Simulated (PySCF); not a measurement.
# One shape, several levels: doublet [O2]−

Wanted: a comparison of 6 runs (UHF/STO-3G, U-wB97X/aug-cc-pVTZ, UBHLYP/aug-cc-pVTZ, UM06-2X/aug-cc-pVTZ, UM06-L/aug-cc-pVTZ, UTPSS/aug-cc-pVTZ) of doublet [O2]−. Input form: a Python script.

The results are computed with PySCF 2.14.0.

8 further runs of the same task are left out: 1 that didn't finish, 7 set aside as unsound or not needed.

### Step 1. The molecule

[O2]−: 2 atoms, total charge -1, spin state doublet. As SMILES of the parent species, `O=O`. The coordinates come from a PBE0-D4/def2-TZVP relaxation. That shape belongs to the parent species and isn't relaxed for this state.

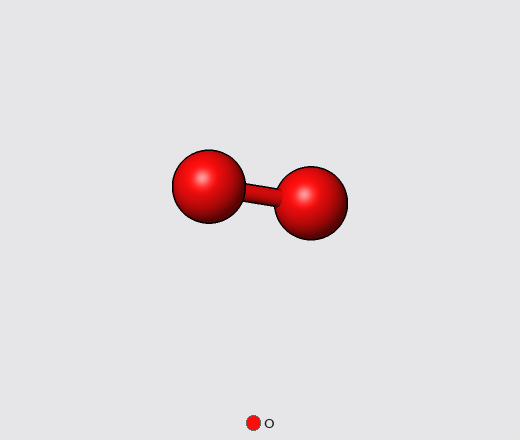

Viewed from a chosen angle; oxygen red.

### Step 2. A single-point energy at UHF/STO-3G (run 1)

input.py

```python
from pyscf import gto

mol = gto.Mole()
mol.atom = '''
O      0.962910    -0.311521     0.495959
O     -0.962910     0.311521    -0.495959
'''
mol.spin = 1
mol.charge = -1
mol.unit = 'bohr'
mol.verbose = 4
mol.basis = 'sto-3g'
mol.max_memory = 1860
mol.build()

hf = mol.UHF()
hf.conv_tol = 1e-10
hf.kernel()
if not hf.converged:
    hf = hf.newton().run(hf.mo_coeff, hf.mo_occ)

energy = hf.e_tot
print('E(%s) = %.9f' % ('HF', energy))
```

Started as:

```bash
$ OMP_NUM_THREADS=1 python input.py
```

The program printed:

```text
PySCF version 2.14.0

[INPUT] num. atoms = 2
[INPUT] num. electrons = 17
[INPUT] charge = -1
[INPUT] spin (= nelec alpha-beta = 2S) = 1
[INPUT] symmetry False subgroup None
[INPUT] Mole.unit = bohr
[INPUT] Symbol           X                Y                Z      unit          X                Y                Z       unit  Magmom
[INPUT]  1 O      0.509550028167  -0.164849813923   0.262450200351 AA    0.962910000000  -0.311521000000   0.495959000000 Bohr   0.0
[INPUT]  2 O     -0.509550028167   0.164849813923  -0.262450200351 AA   -0.962910000000   0.311521000000  -0.495959000000 Bohr   0.0

nuclear repulsion = 28.3929901797742
number of shells = 6
number of NR pGTOs = 30
number of NR cGTOs = 10
basis = sto-3g
ecp = {}

******** <class 'pyscf.scf.uhf.UHF'> ********
method = UHF
initial guess = minao
damping factor = 0
level_shift factor = 0
DIIS = <class 'pyscf.scf.diis.CDIIS'>
diis_start_cycle = 1
diis_space = 8
diis_damp = 0
SCF conv_tol = 1e-10
SCF conv_tol_grad = None
SCF max_cycles = 50
direct_scf = True
direct_scf_tol = 1e-13
number electrons alpha = 9  beta = 8
Set gradient conv threshold to 1e-05
init E= -147.651199367596
[... the frontier-level lines of each cycle are left out ...]


cycle= 1 E= -147.354969337871  delta_E= 0.296  |g|= 0.0683  |ddm|= 1.68
cycle= 2 E= -147.356253345976  delta_E= -0.00128  |g|= 0.0112  |ddm|= 0.0597
cycle= 3 E= -147.35634365059  delta_E= -9.03e-05  |g|= 0.00281  |ddm|= 0.0181
cycle= 4 E= -147.356349993411  delta_E= -6.34e-06  |g|= 0.000328  |ddm|= 0.00589
cycle= 5 E= -147.356350082243  delta_E= -8.88e-08  |g|= 1.75e-07  |ddm|= 0.00075
cycle= 6 E= -147.356350082243  delta_E= -5.68e-14  |g|= 5.55e-09  |ddm|= 1.79e-07
Extra cycle  E= -147.356350082243  delta_E= -5.68e-14  |g|= 5.23e-10  |ddm|= 2.14e-09
converged SCF energy = -147.356350082243  <S^2> = 0.75075538  2S+1 = 2.0007552
E(HF) = -147.356350082
```

Run time: 0.74 s. Hardware: 1 thread of Arm Neoverse V1, shared host; peak memory 0.12 GiB.

### Step 3. A single-point energy at U-wB97X/aug-cc-pVTZ (run 2)

input.py

```python
from pyscf import gto, dft

mol = gto.M(
    atom='''
O      0.962910    -0.311521     0.495959
O     -0.962910     0.311521    -0.495959
''',
    basis='aug-cc-pvtz',
    spin=1,
    max_memory=1860,
    charge=-1,
    verbose=3,
    unit='bohr',
)

myscf = dft.UKS(mol)
myscf.xc = 'wb97x'
myscf.conv_tol = 1e-10
myscf.grids.level = 5
myscf.kernel()
if not myscf.converged:
    myscf = myscf.newton().run(myscf.mo_coeff, myscf.mo_occ)

energy = myscf.e_tot
print('Final energy', energy)
```

Started as:

```bash
$ OMP_NUM_THREADS=1 python input.py
```

The program printed:

```text
WARN: HOMO -0.239341669405465 >= LUMO -0.239341669405466

converged SCF energy = -150.339032946912  <S^2> = 0.75550132  2S+1 = 2.0054938
Final energy -150.33903294691223
```

It took 14 s on 1 thread of Arm Neoverse V1, shared host; peak memory 0.43 GiB.

Runs 3 to 4 aren't shown in full; the table further down has their settings and results.

### Step 4. The energy at UM06-L/aug-cc-pVTZ (run 5)

run.py

```python
from pyscf import gto, dft

mol = gto.M(
    atom=[
    ('O', (0.509550, -0.164850, 0.262450)),
    ('O', (-0.509550, 0.164850, -0.262450)),
],
    basis='aug-cc-pvtz',
    charge=-1,
    max_memory=1860,
    spin=1,
    verbose=4,
)

calc0 = dft.UKS(mol)
calc0.xc = 'm06-l'
calc0.grids.level = 5
calc0.conv_tol = 1e-10
calc0.kernel()
if not calc0.converged:
    calc0 = calc0.newton().run(calc0.mo_coeff, calc0.mo_occ)

e_tot = calc0.e_tot
print(f'total energy: {e_tot:.8f} hartree')
```

Started as:

```bash
$ OMP_NUM_THREADS=1 python run.py
```

The program printed:

```text
PySCF version 2.14.0

[INPUT] num. atoms = 2
[INPUT] num. electrons = 17
[INPUT] charge = -1
[INPUT] spin (= nelec alpha-beta = 2S) = 1
[INPUT] symmetry False subgroup None
[INPUT] Mole.unit = angstrom
[INPUT] Symbol           X                Y                Z      unit          X                Y                Z       unit  Magmom
[INPUT]  1 O      0.509550000000  -0.164850000000   0.262450000000 AA    0.962909946772  -0.311521351635   0.495958621392 Bohr   0.0
[INPUT]  2 O     -0.509550000000   0.164850000000  -0.262450000000 AA   -0.962909946772   0.311521351635  -0.495958621392 Bohr   0.0

nuclear repulsion = 28.3929930741585
number of shells = 26
number of NR pGTOs = 116
number of NR cGTOs = 92
basis = aug-cc-pvtz
ecp = {}

[... 33 lines left out ...]
WARN: beta  nocc = 8  HOMO -0.236332214140829 >= LUMO -0.236331903803296
[... 46 lines left out ...]
converged SCF energy = -150.340248853807  <S^2> = 0.75748518  2S+1 = 2.0074712
total energy: -150.34024885 hartree
```

Run time: 25 s. Hardware: 1 thread of Arm Neoverse V1, shared host; peak memory 0.48 GiB.

### Step 5. The energy at UTPSS/aug-cc-pVTZ (run 6)

input.xyz

```xyz
2
O2
O      0.509550    -0.164850     0.262450
O     -0.509550     0.164850    -0.262450
```

job.py

```python
from pyscf import gto, dft

molecule = gto.M(
    atom='input.xyz',
    verbose=4,
    charge=-1,
    basis='aug-cc-pvtz',
    spin=1,
    max_memory=1860,
)

ks = dft.UKS(molecule, xc='tpss')
ks.grids.level = 5
ks.conv_tol = 1e-10
ks.kernel()
if not ks.converged:
    ks = ks.newton().run(ks.mo_coeff, ks.mo_occ)

e_tot = ks.e_tot
print('Final energy', e_tot)
```

Started as:

```bash
$ OMP_NUM_THREADS=1 python job.py
```

The program printed:

```text
PySCF version 2.14.0

[INPUT] num. atoms = 2
[INPUT] num. electrons = 17
[INPUT] charge = -1
[INPUT] spin (= nelec alpha-beta = 2S) = 1
[INPUT] symmetry False subgroup None
[INPUT] Mole.unit = angstrom
[INPUT] Symbol           X                Y                Z      unit          X                Y                Z       unit  Magmom
[INPUT]  1 O      0.509550000000  -0.164850000000   0.262450000000 AA    0.962909946772  -0.311521351635   0.495958621392 Bohr   0.0
[INPUT]  2 O     -0.509550000000   0.164850000000  -0.262450000000 AA   -0.962909946772   0.311521351635  -0.495958621392 Bohr   0.0

nuclear repulsion = 28.3929930741585
number of shells = 26
number of NR pGTOs = 116
number of NR cGTOs = 92
basis = aug-cc-pvtz
ecp = {}

[... 34 lines left out ...]
WARN: beta  nocc = 8  HOMO -0.235863019996321 >= LUMO -0.235862964513528
[... 1 line left out ...]
WARN: HOMO -0.235862964513526 >= LUMO -0.235862964513528
[... 42 lines left out ...]
converged SCF energy = -150.394959543538  <S^2> = 0.75373174  2S+1 = 2.0037283
Final energy -150.39495954353836
```

Wall time 23 s (1 thread of Arm Neoverse V1, shared host); peak memory 0.48 GiB.

### Step 6. All runs side by side

```
run                level  integration grid  energy (Eh)  HOMO energy (eV)  LUMO energy (eV)   ⟨S²⟩  wall time
  1           UHF/STO-3G                 –  -147.356350              7.49             23.14  0.751     0.74 s
  2  U-wB97X/aug-cc-pVTZ                 5  -150.339033              0.52              7.30  0.756       14 s
  3   UBHLYP/aug-cc-pVTZ                 5  -150.300050              1.50              6.26  0.761       10 s
  4  UM06-2X/aug-cc-pVTZ                 5  -150.319410              1.52              5.94  0.757       24 s
  5   UM06-L/aug-cc-pVTZ                 5  -150.340249              4.64              5.40  0.757       25 s
  6    UTPSS/aug-cc-pVTZ                 5  -150.394960              4.33              5.02  0.754       23 s
```

### Step 7. Summary of results

| quantity | value |
| --- | --- |
| run 6: total energy | -150.39496 Eh |
| run 6: HOMO energy (highest over α and β) | 4.33 eV |
| run 6: LUMO energy (lowest over α and β) | 5.02 eV |
| run 6: ⟨S²⟩ | 0.754 |

What this shows: Totals of different functionals can't be ranked against each other. In runs 1, 2, 3, 4, 5, 6 the HOMO lies above zero, so the outermost electron may be held by the basis alone. In run 1 the basis is minimal, so the values are rough. All runs together took 97 s, the longest 25 s.
